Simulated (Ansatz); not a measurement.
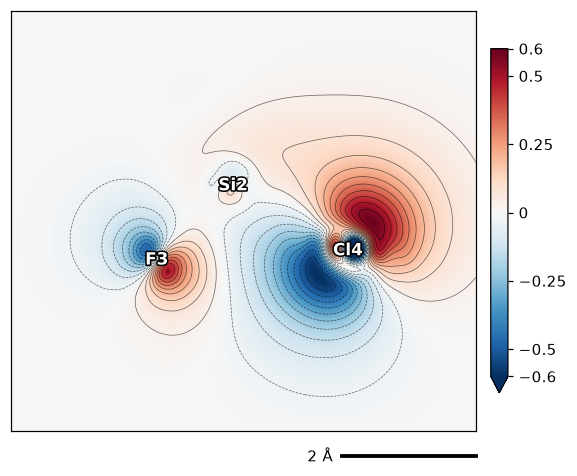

Figure. ClFHOSi (SMILES O[Si](F)Cl) (doublet). The HOMO−1 (β) on the plane of atoms F3, Si2 and Cl4 (values in Å⁻³ᐟ²; the overall sign is arbitrary).

Level of theory: SCF PBE0, Gaussian basis (Ansatz).

```xyz
5

O     0.3782    1.0845    0.3765
Si    0.1502   -0.5072    0.5949
F     1.0607   -1.2102   -0.5077
Cl   -1.7192   -0.8477    0.0626
H     0.1799    1.4069   -0.5676
```

> Where does this orbital lie, and at what energy?

Its weight (Hirshfeld) is mainly on Cl4 (about 80 %) and O1 (about 10 %); largely a lone pair of Cl4. Its energy is −10.04 eV.
